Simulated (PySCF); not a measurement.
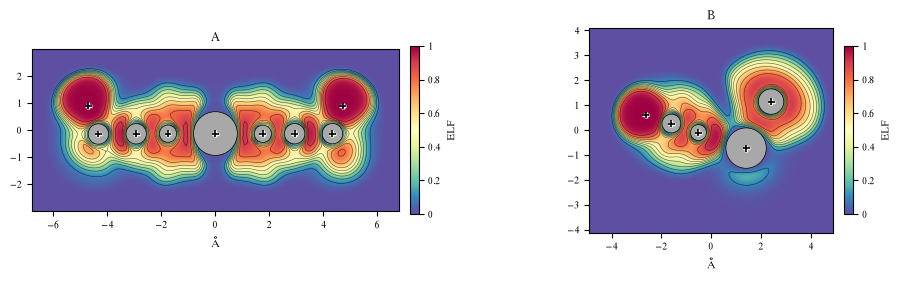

The electron localisation function of 2 systems, each on a plane through atoms (crosses mark nuclei in the plane; grey discs cover the cores).

Method: wB97M-D3(BJ)/def2-SVPD, SCF density, gas phase in PySCF 2.14.0.

System 1: CHAlCl3N, the plane of atoms Cl1, Al2 and N6. Geometry: PBE0-D3(BJ)/def2-SVPD.

```
atom    x (Å)    y (Å)    z (Å)
  Cl  -2.0320  -0.3615   0.2535
  Al   0.0655  -0.0621   0.2506
  Cl   0.7603   1.8718   0.7663
  Cl   1.1823  -1.1297  -1.1994
   C   0.8518  -1.6521   2.8617
   N   0.5728  -1.0782   1.9111
   H   1.1162  -2.1942   3.7585
```

System 2: C4H6AlN2 (charge +3), the plane of atoms C9, C8 and H13. Geometry: PBE0-D3(BJ)/def2-SVPD.

```xyz
13

Al   -1.6321   -0.5454   -0.1085
C    -4.2955    0.9716    2.9563
C    -3.4376    0.4820    1.9641
N    -2.7160    0.0703    1.1286
H    -3.8572    0.7680    3.9608
H    -4.4273    2.0707    2.8256
H    -5.2866    0.4681    2.8760
C     1.0012   -2.0772   -3.1917
C     0.1517   -1.5829   -2.1949
N    -0.5627   -1.1661   -1.3556
H     0.4081   -2.6600   -3.9338
H     1.5047   -1.2265   -3.7071
H     1.7717   -2.7381   -2.7313
```

Match each panel to its system.

Answer. Panel A is system 2, C4H6AlN2: the plane holds Al, C, N and H. C–N (1.18 Å): the ELF peaks at about 0.85 between the atoms (a multiple bond). Panel B is system 1, CHAlCl3N: the plane holds Cl, Al, C, N and H. C–N (1.14 Å): the ELF peaks at about 0.85 between the atoms; a multiple bond.
